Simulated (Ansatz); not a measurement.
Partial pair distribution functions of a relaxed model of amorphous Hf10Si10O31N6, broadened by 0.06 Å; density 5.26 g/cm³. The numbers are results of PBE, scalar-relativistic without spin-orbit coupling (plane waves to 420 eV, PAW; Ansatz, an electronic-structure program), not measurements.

Preparation: random packing, a CHGNet melt and quench, and a DFT relaxation. O and N atoms were pushed apart under 1.9 Å during the dynamics, to hinder bonds among them. The hot cell started wider than the set density and was brought back towards it in steps. It is the lowest in DFT energy of 2 quenches. It is a model cell: composition and starting density were chosen by hand, and all elements were melted together. No dispersion term was used. Its density started from a set value of 5.52 and ended at 5.26 g/cm³. The simulated quench (nominally 600 K/ps over its main leg) is rapid and tends to freeze in more defects than a deposited or slowly cooled glass has. One small periodic cell is one sample of the glass; other quenches scatter about these values. Volume and shape were free in the relaxation.

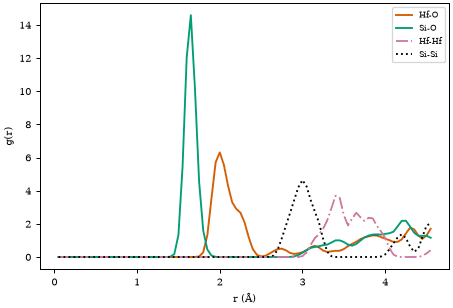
Partial pair distribution functions

Highest peaks under 4.5 Å: Hf-O near 2.00 Å, Si-O near 1.65 Å, Hf-Hf near 3.40 Å, Si-Si near 3.00 Å; pairs of few atoms are noisy.

Within 2.48 Å each Hf has 4.00 O neighbours on average.
